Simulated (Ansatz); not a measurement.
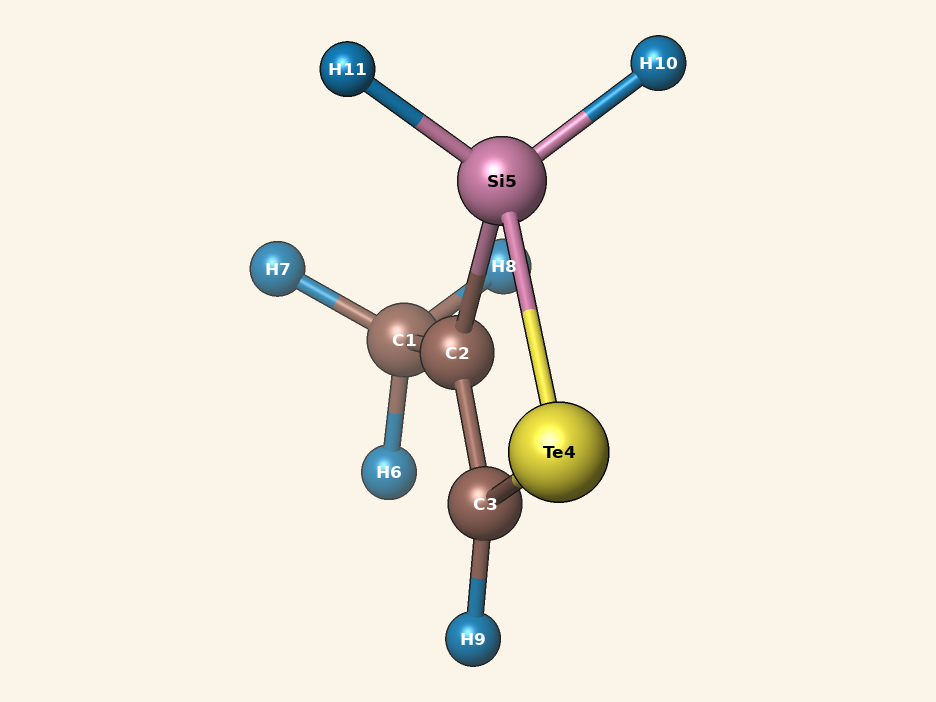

C1 lies behind C2. The molecule seen a little off the C2–C1 bond, C2 in front. Atoms fade into the background with distance from the viewer. The computed structure is the end point of a PBE0-D4/def2-TZVP optimisation. No frequency run is at hand to confirm it as a minimum.

Question: What is the torsion angle Si5–C2–C1–H6? The sign is positive where the front bond must turn clockwise to cover the back bond.

Answer: 180°, antiperiplanar (anti).
